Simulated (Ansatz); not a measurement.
# SiGe2: what the fields show

```cif
data_structure
_symmetry_space_group_name_H-M 'P 1'
_symmetry_Int_Tables_number 1
_cell_length_a 3.9969
_cell_length_b 3.9969
_cell_length_c 9.7989
_cell_angle_alpha 90.000
_cell_angle_beta 90.000
_cell_angle_gamma 120.000
_cell_volume 135.57
loop_
_atom_site_label
_atom_site_type_symbol
_atom_site_fract_x
_atom_site_fract_y
_atom_site_fract_z
_atom_site_occupancy
Si1 Si 0.66667 0.33333 0.53760 1
Ge1 Ge 0.33333 0.66667 0.21439 1
Ge2 Ge 0.00000 0.00000 0.87334 1
Si2 Si 0.33333 0.66667 0.46240 1
Ge3 Ge 0.00000 0.00000 0.12666 1
Ge4 Ge 0.66667 0.33333 0.78561 1
```

Space group P-3m1; started from the ordered alloy on diamond lattice prototype, which need not be the ambient phase.

Theory: Ansatz 0.2.0, DFT, PBE, plane waves, PAW.

The density is the valence pseudo-density of a PAW calculation; it isn't the true density close to the nuclei.

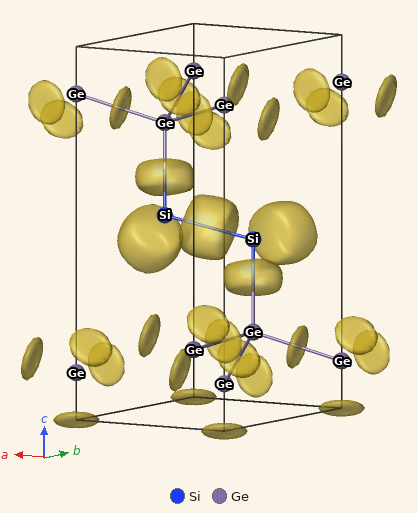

Figure 1. Isosurface of the electron localisation function at 0.7 (yellow), seen at an oblique angle. Only the valence region is drawn (cores and ρ < 0.01 e/Å³ removed). Sticks mark near contacts.

> Where are the electrons localised?

At this value the surface marks out seven regions between bonded Ge–Ge atoms (shared pairs), two regions between bonded Ge–Si atoms (shared pairs) and three regions between bonded Si–Si atoms (shared pairs), counted in one cell of 6 atoms. Regions shared between cells count once. Profiles from the grid: Si–Si (2.42 Å): the ELF peaks at about 0.95 between the atoms: a shared electron pair. Si–Ge (2.43 Å): the ELF peaks at about 0.90 between the atoms (a covalent bond).

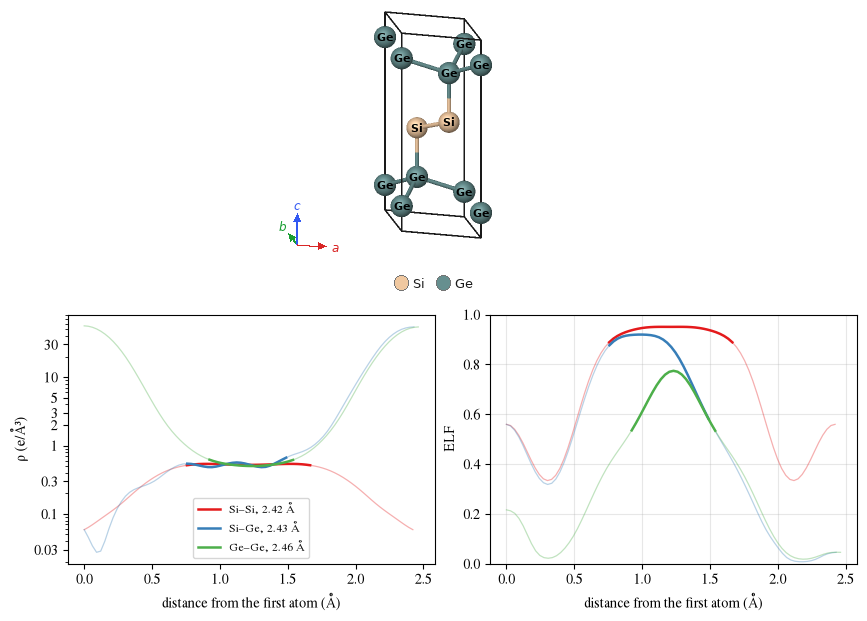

Figure 2. Valence electron density and ELF along straight lines between neighbouring atoms. Thin, pale parts lie inside the atomic spheres. The structure is drawn too.

> What can be read from the curves?

Si–Si (2.42 Å): ρ at the midpoint is about 0.52 e/Å³; the ELF peaks at about 0.95 between the atoms; a covalent bond.
Si–Ge (2.43 Å): ρ at the midpoint is about 0.53 e/Å³; the ELF peaks at about 0.90 between the atoms: localised, covalent bonding.
Ge–Ge (2.46 Å): the density is about 0.5 e/Å³ at the midpoint; the ELF peaks at about 0.75 between the atoms; localised, covalent bonding.
